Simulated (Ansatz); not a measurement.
# SiBrCl3 (bromotrichlorosilane) at HF/3-21G

Aim: the energy change on altering one bond length of SiBrCl3 (bromotrichlorosilane) at HF/3-21G, from 2 runs. 

The results are computed with Ansatz 0.2.0.

55 further runs of the same task are left out: 12 that didn't finish, 43 set aside as unsound or not needed.

### 1 The molecule

SiBrCl3 has 5 atoms, charge 0, and is taken as a singlet. SMILES: `Cl[Si](Cl)(Cl)Br`. Geometry: relaxed at PBE0-D4/def2-TZVP.

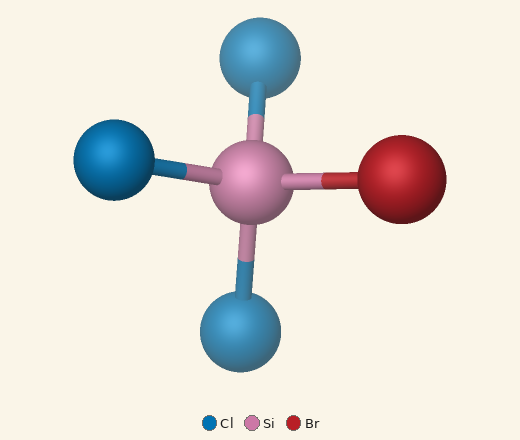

Viewed from a chosen angle; chlorine blue, silicon pink, bromine red.

### 2 The energy at HF/3-21G

File job.yaml:

```yaml
crystal:
  periodic: [false, false, false]
  atoms:
    - {symbol: Cl, position_ang: [-0.852900, -0.217700, 1.821600]}
    - {symbol: Si, position_ang: [0.003400, -0.042600, -0.003200]}
    - {symbol: Cl, position_ang: [1.690500, -1.158200, -0.059200]}
    - {symbol: Cl, position_ang: [-1.285700, -0.709700, -1.412800]}
    - {symbol: Br, position_ang: [0.494400, 2.054400, -0.387900]}
basis:
  gaussian:
    orbitals: 3-21G-spherical.json
hamiltonian:
  xc: hf
accuracy: high
output:
  orbitals: {seedname: orbitals}
```

The basis set 3-21G is read from a file made from the Basis Set Exchange's data (not shown).

Command:

```sh
ansatz run job.yaml --threads 1 --pin off --max-ram 3480MiB --events-out events.jsonl --progress --plain --runs-dir runs
```

What it wrote:

```text
Warning: RAYON_NUM_THREADS=1 ignored (pool sized by the plan → 1); use --threads N
Functional definition: HF
  name "HF"
  exchange = exact_x
  correlation = 0
1494 factors; integrals over basis functions are off by at most 5.1e-9 eV
mean field evaluation 1: about -114815.3747 eV, gradient 2.4e1 eV
mean field evaluation 2: about -114815.3930 eV, gradient 2.4e1 eV
mean field evaluation 4: about -114817.6786 eV, gradient 9.3e-1 eV
mean field evaluation 8: about -114817.6850 eV, gradient 7.2e-4 eV
mean field -114817.68502582 eV, -4219.4720984768 hartree, gradient 7.3e-8 eV, S^2 0.000000; 0 other end points of the search recorded, 0 dependent functions left out
reference -114817.68502582 eV, -4219.4720984768 hartree; 50, 50 occupied and 24, 24 virtual orbitals, 1494 factors
Total energy: -114817.68502582 eV, -4219.4720984768 hartree
```

Wall time 2.4 s (1 thread of Arm Neoverse V2, shared host); peak memory 0.24 GiB.

### 3 The distorted shape at the same level

File job.yaml:

```yaml
crystal:
  periodic: [false, false, false]
  atoms:
    - symbol: Cl
      position_ang: [-2.877418, 1.121018, 1.888800]
    - symbol: Si
      position_ang: [-2.021118, 1.296118, 0.064000]
    - symbol: Cl
      position_ang: [1.690500, -1.158200, -0.059200]
    - symbol: Cl
      position_ang: [-3.310218, 0.629018, -1.345600]
    - symbol: Br
      position_ang: [-1.530118, 3.393118, -0.320700]
basis:
  gaussian:
    orbitals: 3-21G-spherical.json
hamiltonian:
  xc: hf
output: {orbitals: {seedname: orbitals}}
accuracy: high
```

The basis set 3-21G is read from a file made from the Basis Set Exchange's data (not shown).

Command:

```sh
ansatz run job.yaml --threads 1 --pin off --max-ram 3480MiB --events-out events.jsonl --progress --plain --runs-dir runs
```

What it wrote:

```text
Warning: RAYON_NUM_THREADS=1 ignored (pool sized by the plan → 1); use --threads N
[... 4 set-up lines as earlier in the session ...]
1416 factors; integrals over basis functions are off by at most 5.0e-9 eV
mean field evaluation 1: about -114807.5827 eV, gradient 3.2e1 eV
mean field evaluation 2: about -114807.5995 eV, gradient 3.2e1 eV
mean field evaluation 4: about -114810.6859 eV, gradient 1.6e1 eV
mean field evaluation 8: about -114812.3291 eV, gradient 1.4e0 eV
mean field evaluation 16: about -114812.3695 eV, gradient 2.5e-8 eV
mean field evaluation 32: about -114802.0667 eV, gradient 3.1e1 eV
mean field -114812.36952464 eV, -4219.2767574114 hartree, gradient 5.8e-8 eV, S^2 0.000000; 0 other end points of the search recorded, 0 dependent functions left out
reference -114812.36952464 eV, -4219.2767574114 hartree; 50, 50 occupied and 24, 24 virtual orbitals, 1416 factors
Total energy: -114812.36952464 eV, -4219.2767574114 hartree
```

It took 3.6 s on 1 thread of Arm Neoverse V2, shared host; peak memory 0.22 GiB.

### 4 Summary of results

At HF/3-21G:

```
                                                           quantity           value
                                          first shape: total energy  -4219.47210 Eh
                                           first shape: HOMO energy       -12.58 eV
                                           first shape: LUMO energy         1.95 eV
                                         first shape: HOMO–LUMO gap        14.52 eV
                                      distorted shape: total energy  -4219.27676 Eh
                                       distorted shape: HOMO energy        -8.72 eV
                                       distorted shape: LUMO energy        -4.42 eV
                                     distorted shape: HOMO–LUMO gap         4.30 eV
energy change with the Si2–Cl3 bond stretched from 2.023 to 4.451 Å        5.316 eV
```

One bond (distorted shape) is far stretched, which a spin-restricted single reference describes badly; a broken-symmetry solution may lie lower. With the Si2–Cl3 bond stretched from 2.023 to 4.451 Å the energy rises by 5.32 eV (123 kcal/mol). The first shape isn't relaxed at this level, so the change isn't measured from a minimum. A restricted reference can't describe the breaking bond well at this length.
